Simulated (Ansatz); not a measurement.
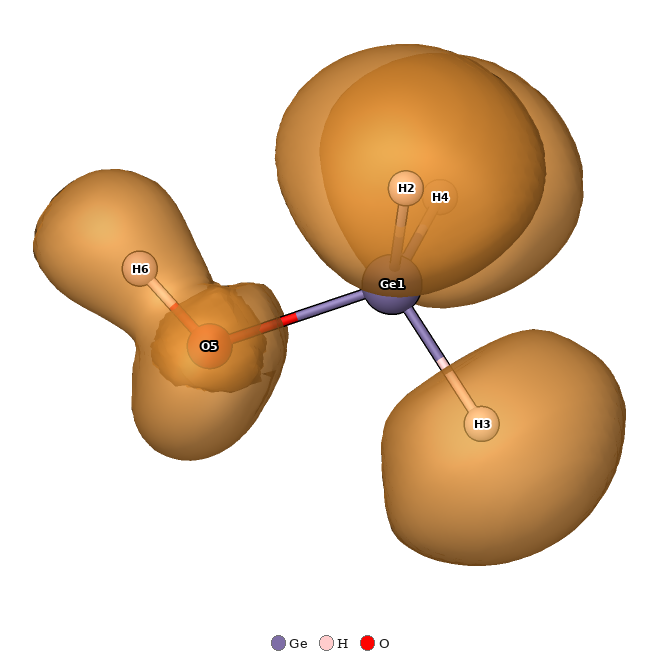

Figure. GeH$_{4}$O. Isosurface of the electron localisation function at 0.75 (orange), seen across its widest extent. Only the valence region is drawn (cores and ρ < 0.01 e/Å³ removed).

These are results of RKS CAM-B3LYP/def2-SVP (Ansatz), not measurements.

```xyz
6

Ge    0.0395   -0.0085    0.0624
H     0.1211    0.0956    1.5967
H     1.4340    0.0203   -0.5644
H    -0.8354    1.1347   -0.4844
O    -0.6301   -1.5850   -0.4165
H    -1.5196   -1.7465   -0.0825
```

Where are the electrons localised?

The surface consists of three regions around hydrogen nuclei and one joined region spread over several atoms (H, O), in which their bonds and any lone pairs are merged. Along the contacts the grid gives the following. Ge–O (1.78 Å): the ELF peaks at about 0.85 in the valence shell of O, 0.6 Å from its nucleus, and is about 0.35 at the midpoint. O–H (0.96 Å): the ELF climbs to about 1 towards the hydrogen, as it does in any bond to H; a covalent bond by its length.
